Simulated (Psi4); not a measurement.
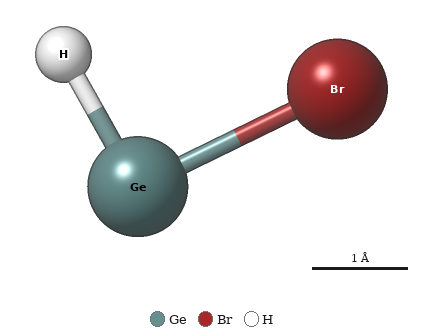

Figure 1. The structure (ball-and-stick view, seen on its broad side). Sticks mark near contacts. Bond lengths as drawn: Br–Ge 2.34 Å and Ge–H 1.60 Å.

GeHBr: single-point calculation

System: GeHBr.
Method: r2SCAN/def2-SVPD, RKS (Psi4 1.11).

The geometry comes from this level: PBE0-D4/def2-TZVP.

Input file (calc.in)
```
memory 1.6 GB

molecule {
  0 1
  Ge     0.359400    -0.859900     0.094000
  Br     0.673600     1.417200     0.525900
  H     -1.044000    -0.622200    -0.633200
  units angstrom
  symmetry c1
}

set basis def2-SVPD
set reference rks
set scf_type df
set guess modhuckel

e, wfn = energy('r2scan', return_wfn=True)
```

Run as:
```bash
psi4 calc.in calc.out -n 1
```

Log
```
Psi4 1.11 release

   => Loading Basis Set <=

    Name: DEF2-SVPD
    Role: ORBITAL
    Keyword: BASIS

         ---------------------------------------------------------
                                   SCF
                              RKS Reference
                        1 Threads,   1525 MiB Core
         ---------------------------------------------------------

  ==> Geometry <==

    Molecular point group: c1
    Full point group: Cs

    Geometry (in Angstrom), charge = 0, multiplicity = 1:

       Center              X                  Y                   Z               Mass
    ------------   -----------------  -----------------  -----------------  -----------------
         GE          -0.236524825064    -1.175663694947    -0.000000000000    73.921177761000
         BR           0.244751338300     1.113182502283     0.000000000000    78.918337600000
         H           -1.816957355676    -0.936737542788    -0.000000000000     1.007825032230

  Running in c1 symmetry.

  Rotational constants: A =      6.66600  B =      0.08008  C =      0.07913 [cm^-1]
  Rotational constants: A = 199841.51890  B =   2400.71439  C =   2372.21674 [MHz]
  Nuclear repulsion =  270.365367667591897

  Charge       = 0
  Multiplicity = 1
  Electrons    = 68
  Nalpha       = 34
  Nbeta        = 34

  ==> Algorithm <==

  SCF Algorithm Type is DF.
  DIIS enabled.
  MOM disabled.
  Fractional occupation disabled.
  Guess Type is MODHUCKEL.
  Energy threshold   = 1.00e-06
  Density threshold  = 1.00e-06
  Integral threshold = 1.00e-12

  ==> Primary Basis <==

  Basis Set: DEF2-SVPD
    Blend: DEF2-SVPD
    Number of shells: 33
    Number of basis functions: 87
    Number of Cartesian functions: 95
    Spherical Harmonics?: true
    Max angular momentum: 2

  ==> DFT Potential <==

   => LibXC <=

    Version 7.1.2

   => Composite Functional: R2SCAN <=

    r2SCAN Meta-GGA XC Functional  (0.1021/acs.jpclett.0c02405)

    Deriv               =              1
    GGA                 =           TRUE
    Meta                =           TRUE

    Exchange Hybrid     =          FALSE
    MP2 Hybrid          =          FALSE

   => Exchange Functionals <=

    1.0000   XC_MGGA_X_R2SCAN

   => Correlation Functionals <=

    1.0000   XC_MGGA_C_R2SCAN

   => LibXC Density Thresholds  <==

    XC_MGGA_C_R2SCAN:  1.00E-15
    XC_MGGA_X_R2SCAN:  1.00E-11

   => Molecular Quadrature <=

    Radial Scheme          =       TREUTLER
    Pruning Scheme         =           NONE
    Nuclear Scheme         =       TREUTLER

    Blocking Scheme        =         OCTREE
    BS radius alpha        =              1
    Pruning alpha          =              1
    Radial Points          =             75
    Spherical Points       =            302
    Total Points           =          65638
    Total Blocks           =            563
    Max Points             =            256
    Max Functions          =             82
    Weights Tolerance      =       1.00E-15

   => Loading Basis Set <=

    Name: (DEF2-SVPD AUX)
    Role: JKFIT
    Keyword: DF_BASIS_SCF

  ==> Integral Setup <==

  DFHelper Memory: AOs need 0.034 GiB; user supplied 0.802 GiB.
  SCF_SUBTYPE=INCORE selected. In-core MEM_DF algorithm will be used.
  Using in-core AOs.

  ==> MemDFJK: Density-Fitted J/K Matrices <==

    J tasked:                   Yes
    K tasked:                    No
    wK tasked:                   No
    Memory [MiB]:               821
    Algorithm:                 Core
    Schwarz Cutoff:           1E-12
    Mask sparsity (%):       2.4310
    Fitting Condition:        1E-10

   => Auxiliary Basis Set <=

  Basis Set: (DEF2-SVPD AUX)
    Blend: DEF2-UNIVERSAL-JKFIT
    Number of shells: 126
    Number of basis functions: 550
    Number of Cartesian functions: 762
    Spherical Harmonics?: true
    Max angular momentum: 5

  Cached 100.0% of DFT collocation blocks in 0.315 [GiB].

  Minimum eigenvalue in the overlap matrix is 2.2568073943E-03.
  Reciprocal condition number of the overlap matrix is 4.4008191362E-04.
    Using symmetric orthogonalization.

  ==> Pre-Iterations <==

   -------------------------------------------------------
    Irrep   Nso     Nmo     Nalpha   Nbeta   Ndocc  Nsocc
   -------------------------------------------------------
     A         87      87      34      34      34       0
   -------------------------------------------------------
    Total      87      87      34      34      34       0
   -------------------------------------------------------

  ==> Iterations <==

                           Total Energy        Delta E     RMS |[F,P]|

   @DF-RKS iter   1: -4650.58507856270080   -4.65059e+03   2.02128e-02 ADIIS/DIIS
   @DF-RKS iter   2: -4650.31692836635102    2.68150e-01   2.25372e-02 ADIIS/DIIS
   @DF-RKS iter   3: -4651.15666741542373   -8.39739e-01   3.21594e-03 ADIIS/DIIS
   @DF-RKS iter   4: -4651.16312191986981   -6.45450e-03   2.01269e-03 ADIIS/DIIS
   @DF-RKS iter   5: -4651.18756269236019   -2.44408e-02   5.15555e-04 ADIIS/DIIS
   @DF-RKS iter   6: -4651.18850378879870   -9.41096e-04   7.48045e-05 DIIS
   @DF-RKS iter   7: -4651.18852160739789   -1.78186e-05   2.51110e-05 DIIS
   @DF-RKS iter   8: -4651.18852489524488   -3.28785e-06   2.57853e-06 DIIS
   @DF-RKS iter   9: -4651.18852494141174   -4.61669e-08   6.83642e-07 DIIS
  Energy and wave function converged.

  ==> Post-Iterations <==

   Electrons on quadrature grid:
      Ntotal   =   68.0000033155 ; deviation = 3.315e-06

    Orbital Energies [Eh]
    ---------------------

    Doubly Occupied:

       1A   -482.161852     2A   -398.143176     3A    -62.275492
       4A    -56.070849     5A    -56.069788     6A    -56.068653
       7A    -49.611330     8A    -44.115381     9A    -44.113579
      10A    -44.111737    11A     -8.631221    12A     -6.436245
      13A     -6.431630    14A     -6.427446    15A     -6.193871
      16A     -4.353475    17A     -4.347007    18A     -4.339482
      19A     -2.534581    20A     -2.533813    21A     -2.530796
      22A     -2.527322    23A     -2.526876    24A     -1.162500
      25A     -1.161122    26A     -1.155315    27A     -1.151963
      28A     -1.150356    29A     -0.737645    30A     -0.490623
      31A     -0.331212    32A     -0.295061    33A     -0.290860
      34A     -0.231749

    Virtual:

      35A     -0.142580    36A     -0.042676    37A      0.012631
      38A      0.052907    39A      0.080371    40A      0.085455
      41A      0.087745    42A      0.096310    43A      0.112842
      44A      0.129304    45A      0.133643    46A      0.170069
      47A      0.194627    48A      0.198064    49A      0.203173
      50A      0.231994    51A      0.244465    52A      0.267346
      53A      0.294455    54A      0.307650    55A      0.362071
      56A      0.374509    57A      0.434063    58A      0.508824
      59A      0.518876    60A      0.520829    61A      0.531959
      62A      0.545020    63A      0.610818    64A      0.635275
      65A      0.694720    66A      0.725822    67A      0.733820
      68A      0.749745    69A      0.770052    70A      0.803275
      71A      0.820501    72A      0.880685    73A      0.961077
      74A      1.136521    75A      1.722341    76A      1.767229
      77A      1.942933    78A      2.454746    79A      2.465373
      80A      2.500554    81A      2.521618    82A      2.646326
      83A      3.579354    84A      3.582565    85A      3.596754
      86A      3.619246    87A      3.720597

    Final Occupation by Irrep:
              A
    DOCC [    34 ]
    NA   [    34 ]
    NB   [    34 ]

  @DF-RKS Final Energy: -4651.18852494141174

   => Energetics <=

    Nuclear Repulsion Energy =            270.3653676675918973
    One-Electron Energy =               -7016.3529972235410241
    Two-Electron Energy =                2265.5148812783277208
    DFT Exchange-Correlation Energy =    -170.7157766637901659
    Empirical Dispersion Energy =           0.0000000000000000
    VV10 Nonlocal Energy =                  0.0000000000000000
    Total Energy =                      -4651.1885249414117425

Computation Completed

Properties will be evaluated at   0.000000,   0.000000,   0.000000 [a0]

Properties computed using the SCF density matrix

 Multipole Moments:

 ------------------------------------------------------------------------------------
     Multipole            Electronic (a.u.)      Nuclear  (a.u.)        Total (a.u.)
 ------------------------------------------------------------------------------------

 L = 1.  Multiply by 2.5417464519 to convert [e a0] to [Debye]
 Dipole X            :          1.3967723           -1.5485454           -0.1517731
 Dipole Y            :         -1.3660607            0.7623378           -0.6037229
 Dipole Z            :         -0.0000000           -0.0000000           -0.0000000
 Magnitude           :                                                    0.6225081

 ------------------------------------------------------------------------------------

	total time  =          5 seconds =       0.08 minutes

    Psi4 run time: 0:00:05.57
```

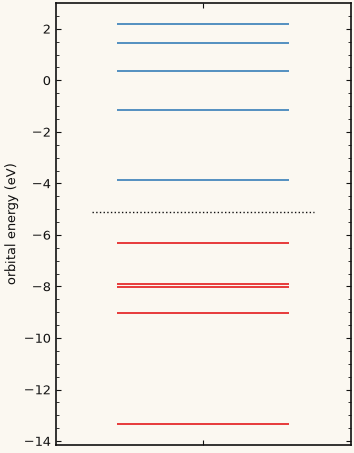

Figure 2. Orbital energies near the frontier; the dotted line parts filled from empty levels, and levels within 0.02 eV of each other stand side by side. Highest filled −6.31 eV, lowest empty −3.88 eV, 2.43 eV apart.

Results in brief

- outcome: converged
- total energy: −4651.188525 hartree
- basis functions: 87
- HOMO: −6.31 eV
- LUMO: −3.88 eV
- dipole moment: 1.58 D
- hardware: 1 thread of Intel Xeon @ 2.50GHz (Skylake/Cascade Lake), 12 GiB of memory available, shared host
- wall time: 7.2 s
- peak memory: 0.57 GiB
